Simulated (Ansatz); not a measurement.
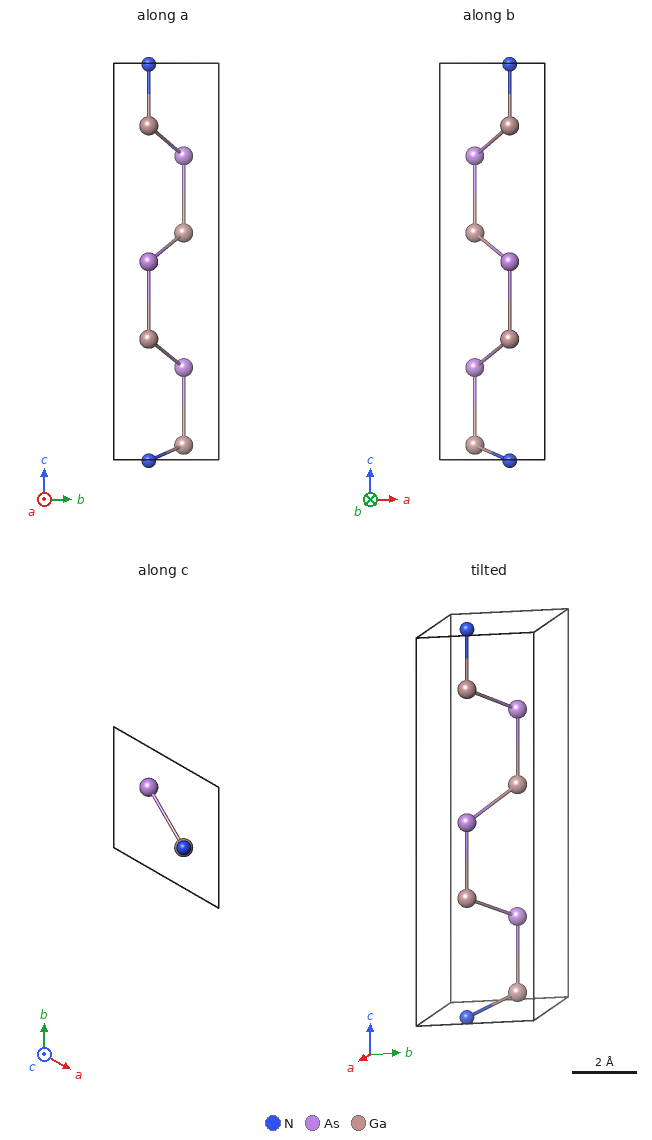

The crystal in a ball-and-stick representation, seen along the a axis, along the b axis, along the c axis and slightly off an axis. Thin lines show the conventional unit cell, with boundary atoms drawn in all their periodic places.

Lattice parameters: a = 3.8196 Å, b = 3.8196 Å, c = 12.5330 Å, α = 90.000°, β = 90.000°, γ = 120.000°.

Question: Record the structure as a CIF with its space group and independent sites, with free fractional coordinates to two decimals.

Answer:
```cif
data_structure
_symmetry_space_group_name_H-M 'P 3 m 1'
_symmetry_Int_Tables_number 156
_cell_length_a 3.8196
_cell_length_b 3.8196
_cell_length_c 12.5330
_cell_angle_alpha 90.000
_cell_angle_beta 90.000
_cell_angle_gamma 120.000
_cell_volume 158.35
loop_
_atom_site_label
_atom_site_type_symbol
_atom_site_symmetry_multiplicity
_atom_site_Wyckoff_symbol
_atom_site_fract_x
_atom_site_fract_y
_atom_site_fract_z
_atom_site_occupancy
N1 N 1 c 0.6667 0.3333 0.00 1
As1 As 1 c 0.6667 0.3333 0.50 1
As2 As 1 b 0.3333 0.6667 0.77 1
As3 As 1 b 0.3333 0.6667 0.23 1
Ga1 Ga 1 c 0.6667 0.3333 0.84 1
Ga2 Ga 1 c 0.6667 0.3333 0.30 1
Ga3 Ga 1 b 0.3333 0.6667 0.57 1
Ga4 Ga 1 b 0.3333 0.6667 0.04 1
```

The structure was taken from a structure type filled with these elements by a generator (whether the compound takes this form wasn't checked). Earlier steps of the study may have refined or changed the cell and positions. A calculation with Ansatz used it as input.
